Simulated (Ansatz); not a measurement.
# Site preference of As in place of Si in a frame of glassy nearly rigid 60TiO2-40SiO2 (mol %) from 1500 K (141 atoms), part 2 of 3

Aim: make As in place of Si at several sites of a frame of glassy nearly rigid 60TiO2-40SiO2 (mol %) from 1500 K (141 atoms), relax each, and compare their energies.

Ansatz 0.2.0; Kohn-Sham DFT, RPBE, PAW (set soft_1), plane waves.

The cell: 28 Ti, 19 Si and 94 O. The network of bonds at the start is that of the classical potential that made the cell. Only the Γ point is sampled, in a cell whose shortest periodic width is 13 Å.

So far. Step 2 (Single point at the start): The r.m.s. force at the start is 2.2 eV/Å. Step 3 (Relaxation): The relaxation converged after 14 steps, 32.7 eV below its start, with a largest force component of 0.031 eV/Å.

### Step 4. Single point at the relaxed geometry

The electronic structure is read at the final geometry, in a run of its own.

input.yaml reads:

```yaml
crystal:
  lattice:
    - [12.90086, 0.0, 0.0]
    - [0.0, 12.90086, 0.0]
    - [0.0, 0.0, 12.90086]
  atoms:
    - { symbol: Ti, position: [0.5112, 0.93033, 0.81145] }
    - { symbol: Ti, position: [0.81288, 0.68665, 0.69357] }
    - { symbol: Ti, position: [0.49475, 0.13008, 0.09116] }
    - { symbol: Ti, position: [0.32733, 0.86204, 0.31586] }
    - { symbol: Ti, position: [0.68278, 0.27687, 0.92485] }
    - { symbol: Ti, position: [0.91461, 0.8071, 0.28476] }
    [... 129 atom lines left out ...]
    - { symbol: O, position: [0.4174, 0.05295, 0.79178] }
    - { symbol: O, position: [0.12659, 0.18635, 0.67803] }
    - { symbol: O, position: [0.89014, 0.00464, 0.75289] }
    - { symbol: O, position: [0.60168, 0.51697, 0.65962] }
    - { symbol: O, position: [0.21019, 0.99233, 0.91662] }
    - { symbol: O, position: [0.43264, 0.00583, 0.08908] }
kpoints:
  mp_grid: { grid: [1, 1, 1] }
hamiltonian:
  xc: rpbe
  pseudopotentials: { kind: paw, azcp: { folder: soft_1 } }
scf:
  occupations: { method: fermi_dirac, width: 0.129 }
output:
  forces: true
  stress: true
  populations: true
  dos:
    method: { smearing: { sigma: 0.1 } }
    de: 0.1
    projected: { site_lists: { O: [O], Si: [Si], Ti: [Ti] } }
  eigenvalues: true
  write_density: true
  write_potential: true
  volumetric_format: npy
  elf: true
```

Started as:

```sh
$ ansatz run input.yaml --threads 4 --pin off --max-ram 15872MiB --backend cpu --events-out ev --progress --plain --runs-dir out
```

Numbers of over 12 decimals in the logs are rounded to 6 here.

Log:

```text
[...]
Crystal: 141 atoms, lattice volume = 2147.118 Å³
Basis set: ecut = 420 eV, 41923 PW (Γ), exchange–correlation on 180×180×180 points (8 copies of the dense FFT grid, shifted against one another)
Bands: 636, of which v1, the nominal top of the filled ones, is band 488 counted from 1 (487 counted from 0)
Symmetry: 1 space group operations
[...]
k-points: 1
[...]
SCF iter   1: F=—  HF=-135985.036463 eV  |F-HF|=—  |Δ(HF+E_count)|=         —  Δρ=8.11e-2  dr2=3.01e2  ethr=3.10e-3  ⟨swp⟩=5.0  Hψ=2396  notcnv=0  defer=10
[...]
SCF iter  18: F=-135929.018219 eV  HF=-135929.018219 eV  |F-HF|=4.99e-8  |Δ(HF+E_count)|=   1.12e-7  Δρ=1.88e-6  dr2=6.01e-8  ethr=1.02e-11  ⟨swp⟩=19.0  Hψ=4892  notcnv=0
SCF 1 converged in 18 iterations: F = -135929.018219 eV  dr2 = 6.01e-8
[...]
WARN: The input density's exchange-correlation potential varies sharply where the density is thin. Do not read a vacuum level from v_tot or v_xc, or from such a field of the output density. On a cell that repeats whose density bears no net charge and no dipole along the vacuum's axis use v_es (v_loc + v_h of the components); [...]
SCF converged after 18 iterations
Free energy (F): -135929.018219 eV
[...]
Internal energy: -135929.017609 eV  (E = F + TS)
E sigma→0 (E₀):  -135929.017914 eV
Entropy (-TS):   -0.000610 eV (-0.004 meV/atom)
Fermi energy:    4.392953 eV
[...]
--- Forces (eV/Å), atoms counted from 1 ---
  atom   1  Ti     0.01854677    -0.00857879    -0.02612497
  atom   2  Ti     0.00395883    -0.00784630    -0.01296078
  atom   3  Ti    -0.00324258     0.00495863     0.00420882
  atom   4  Ti     0.01501399    -0.00714667     0.00344798
  atom   5  Ti     0.00329914     0.00815432    -0.02124580
  atom   6  Ti    -0.00254606    -0.00486537     0.01545675
  atom   7  Ti     0.00606756    -0.01490569     0.01304277
  atom   8  Ti    -0.00614349     0.00519096    -0.00089587
  atom   9  Ti    -0.00969474    -0.00733426    -0.00676905
  atom  10  Ti    -0.01774455    -0.00060823     0.00197180
  atom  11  Ti    -0.00711348     0.00480447    -0.00147150
  atom  12  Ti    -0.00763923     0.01208672     0.00379957
  atom  13  Ti    -0.00411177    -0.00604459     0.01401431
  atom  14  Ti    -0.00419010    -0.00580886     0.01360860
[...]
atom 140  O     -0.00066942    -0.00000127     0.00085096
  atom 141  O      0.00163811     0.01499178    -0.00332967
  max |Σ_I F_I| component: 8.87e-5 eV/Å
--- Stress (GPa, compression-positive) ---
        0.638579       0.218265       1.029705
        0.218263       1.663137       0.073170
        1.029705       0.073171       1.546313
  P = ⅓ Tr σ = 1.2827 GPa (12.827 kbar)
--- Band table (eV) ---
[...]
--- Löwdin populations: 141 sites ---
  site symbol       q [e]
     0     Ti     10.5807
     1     Ti     10.5675
     2     Ti     10.5595
[...]
140      O      6.6377
  spilling = 0.006647 (of n_electrons = 976.000000)
```

Run time: 2.4 min. Hardware: 4 threads of Arm Neoverse V1, shared host; peak memory 3.5 GiB; 9.3 min of CPU time.

The program notes that the exchange-correlation potential is rough where the density is thin.

Numbers from this run:

```
free energy                                      : -135929.0182 eV
free energy per atom                             : -964.0356 eV/atom
SCF cycles                                       : 18
pressure                                         : 1.283 GPa
r.m.s. force component                           : 0.00793 eV/Å
longest force                                    : 0.03746 eV/Å
Fermi energy                                     : 4.393 eV
gap (highest filled to lowest empty level) : 2.528 eV
spilling of the projection                       : 0.006647
```

Löwdin charges by element and coordination (they lack the spilled electrons, 0.046 e an atom on average):

| element | coordination | atoms | mean charge (e) | spread | least | most |
| --- | --- | --- | --- | --- | --- | --- |
| O | all | 94 | -0.700 | 0.0533 | -0.789 | -0.579 |
| O | 2 | 86 | -0.695 | 0.0517 | -0.789 | -0.579 |
| O | 3 | 8 | -0.757 | 0.0318 | -0.789 | -0.705 |
| Si | all | 19 | 1.67 | 0.0183 | 1.64 | 1.71 |
| Ti | all | 28 | 1.45 | 0.0201 | 1.40 | 1.49 |
| Ti | 4 | 21 | 1.45 | 0.021 | 1.40 | 1.49 |
| Ti | 5 | 6 | 1.44 | 0.0186 | 1.42 | 1.47 |
| Ti | 6 | 1 | 1.45 | 0 | 1.45 | 1.45 |

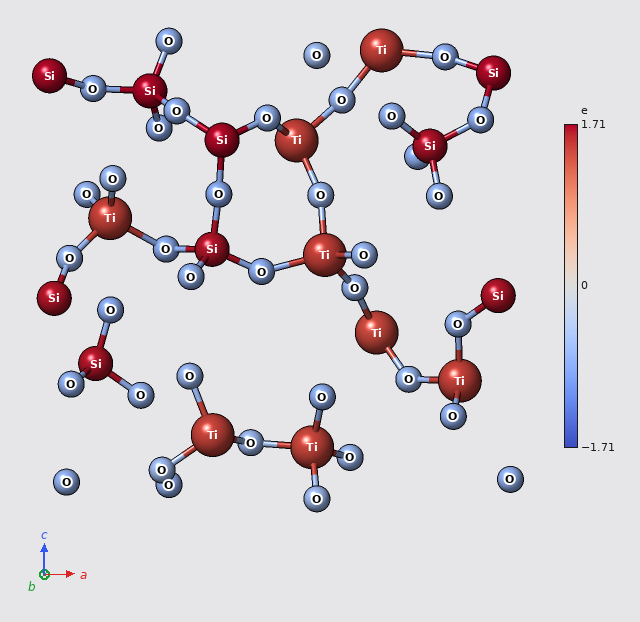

Atoms coloured by Löwdin charge. Drawn is a slice 4 Å thick, seen along the normal of the ac plane. Bonds to atoms that aren't drawn are left out.

Density of states as counts of states in windows of 1 eV (from the Fermi level), total and the larger projections:

| from (eV) | to (eV) | total | O p | Ti d |
| --- | --- | --- | --- | --- |
| -10 | -9 | 9.6 | 6.0 | 0.1 |
| -9 | -8 | 9.6 | 6.2 | 0.3 |
| -8 | -7 | 17.8 | 11.6 | 1.1 |
| -7 | -6 | 37.8 | 27.8 | 2.9 |
| -6 | -5 | 62.5 | 46.4 | 7.9 |
| -5 | -4 | 136.9 | 105.5 | 24.1 |
| -4 | -3 | 125.4 | 107.1 | 13.1 |
| -3 | -2 | 131.2 | 120.9 | 6.7 |
| -2 | -1 | 33.3 | 31.6 | 0.9 |
| -1 | 1 | 0.0 | 0.0 | 0.0 |
| 1 | 2 | 31.3 | 3.1 | 26.9 |
| 2 | 3 | 97.1 | 13.7 | 76.6 |
| 3 | 4 | 81.2 | 15.7 | 56.9 |
| 4 | 5 | 60.8 | 14.9 | 38.7 |

Between -26 and -10 eV lie 188 more states.

The stored curve holds about 752 of the 976 electrons; the rest, give or take the few that broadening carries across the Fermi level, lie in deeper levels below its range.

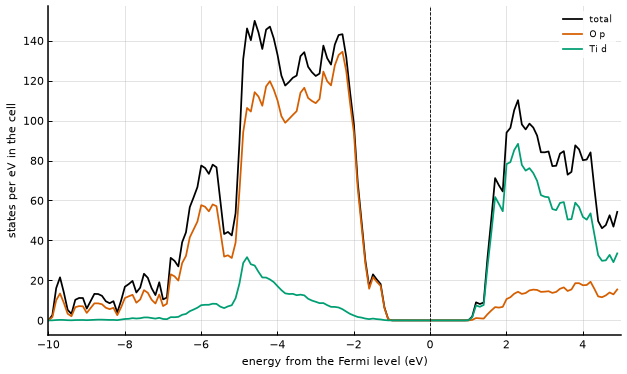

Total and projected density of states, with the broadening of the input.

The levels nearest the highest filled one (over half full), pooled over k-points and spins:

| level less the highest filled one (eV) | occupation |
| --- | --- |
| -0.450 | 2 |
| -0.424 | 2 |
| -0.235 | 2 |
| -0.209 | 2 |
| -0.0761 | 2 |
| 0 | 2 |
| 2.53 | 0 |
| 2.79 | 0 |
| 2.82 | 0 |
| 2.85 | 0 |
| 2.93 | 0 |
| 2.94 | 0 |

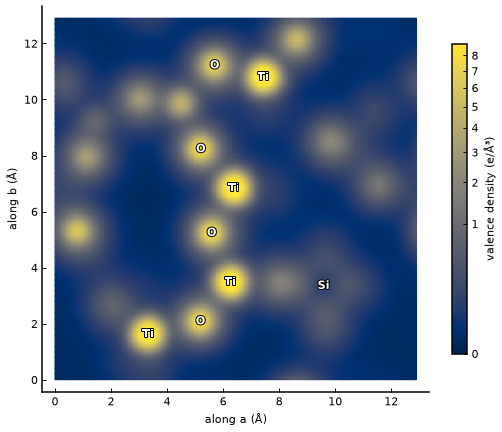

Valence density in the ab plane at fractional z = 0.092, with atoms of Ti and Si and O within 0.2 Å of it. It is the smooth field of the valence electrons, not physical close to the nuclei. The map starts off the cell's origin, so that atoms lie inside it. The colour scale is stretched toward low values.

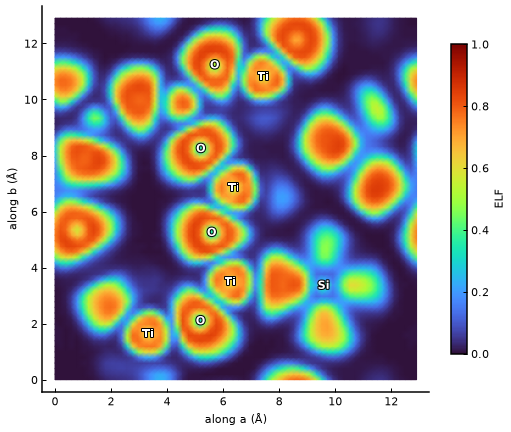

ELF in the ab plane at fractional z = 0.092, with atoms of Ti and Si and O within 0.2 Å of it. It is the smooth field of the valence electrons, not physical close to the nuclei. The map starts off the cell's origin, so that atoms lie inside it.

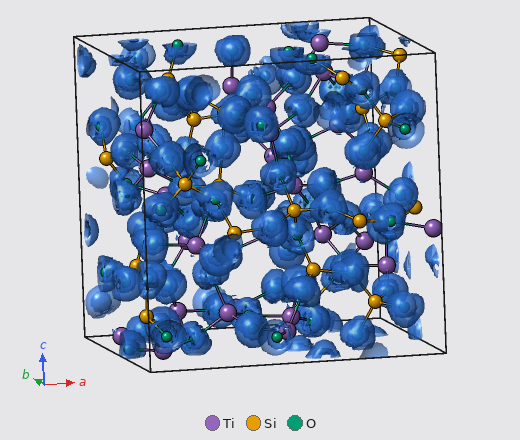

Surface of ELF = 0.79.

Between filled and empty levels lie 2.53 eV (at Γ alone); a semilocal functional tends to put such gaps too low. In a disordered cell it changes from sample to sample, and tail or defect levels can set it. Mean Löwdin charges: O -0.70, Si +1.67, Ti +1.45 e (they miss 0.66 % of the electrons, so they add up to more than the cell's charge). The largest share in the top eV of filled states is O p (96 % of the projected weight), and in the lowest eV of empty states Ti d (86 % of the projected weight).

[end of part 2 of 3]

[Logs are printed without paths, hosts, clocks, repeated set-up lines and the standing remarks that a program may print on its own settings, such as how far it seeks lower states.]

[Hosts, paths, dates, database ids (printed as entryN), source tags and the programs' standing remarks are cut or masked in the printed files.]
